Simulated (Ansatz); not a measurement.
Pt2Se3 (space group P-3m1, No. 164). Coordinates: coordinates from a relaxation with DFT PBE, scalar-relativistic, plane waves, PAW (Ansatz 0.2.0); the starting structure was generated, so it need not be a known form of this composition.

```cif
data_structure
_symmetry_space_group_name_H-M 'P-3m1'
_symmetry_Int_Tables_number 164
_cell_length_a 3.7626
_cell_length_b 3.7626
_cell_length_c 8.8421
_cell_angle_alpha 90.000
_cell_angle_beta 90.000
_cell_angle_gamma 120.000
_cell_volume 108.41
loop_
_atom_site_label
_atom_site_type_symbol
_atom_site_symmetry_multiplicity
_atom_site_Wyckoff_symbol
_atom_site_fract_x
_atom_site_fract_y
_atom_site_fract_z
_atom_site_occupancy
Pt1 Pt 2 d 0.33333 0.66667 0.18927 1
Se1 Se 1 a 0.00000 0.00000 0.00000 1
Se2 Se 2 d 0.33333 0.66667 0.67598 1
```

Describe how the polyhedra about Pt are linked (bonds: Pt–Se below 3.1 Å).

Pt: PtSe6 octahedron, sharing edges with nine neighbours and corners with three neighbours.

They form layers of corner- and edge-sharing octahedra parallel to (001).

Centre to centre across a shared edge: 3.76 to 3.99 Å; across a shared corner: 5.48 Å.

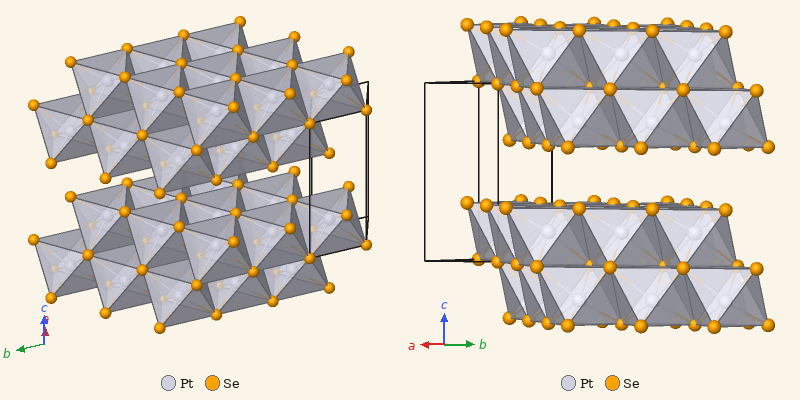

Polyhedra are drawn about Pt (bonds: Pt–Se below 3.1 Å); other atoms are plain spheres. Two views of the same piece.
